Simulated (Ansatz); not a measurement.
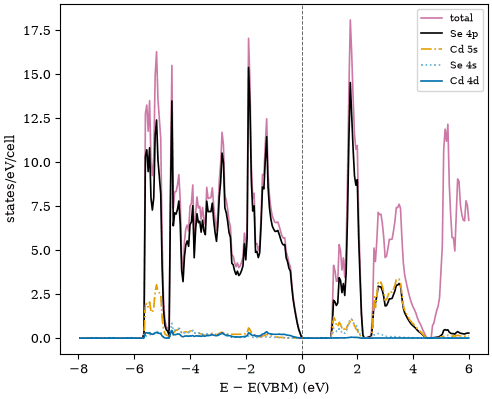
*Total and projected density of states of CdSe$_{2}$ in space group Pa-3 (No. 205; Cd on 4a, Se on 8c), DFT-r²SCAN in the program Ansatz with PAW potentials*

Task: Which orbitals carry the states next to the gap?

Result: Top 1 eV of the valence band: Se 4p 93 %. Bottom 1 eV of the conduction band: Se 4p 75 %, Cd 5s 10 %, Se 4s 7 %, outside the projected shells 8 %. Projections are on Löwdin-orthogonalised atomic valence shells; empty p or d shells of many metals are not among them.

Task: Where is the tallest occupied peak in this window, and what makes it?

Result: Near -1.9 eV, about 17 states/eV per cell; the largest projected share is Se 4p.

The workflow started from a Materials Project entry (that database holds measured and hypothetical structures alike); the Crystallography Open Database copy checked does not list it. Its standing as an ambient phase is unchecked. Symmetry was held in the r²SCAN relaxation; whether a distortion lowers the energy is not shown. Scalar-relativistic: spin–orbit coupling is off unless named, which matters more the heavier the elements.

Potentials: the earlier of the program's two PAW sets.
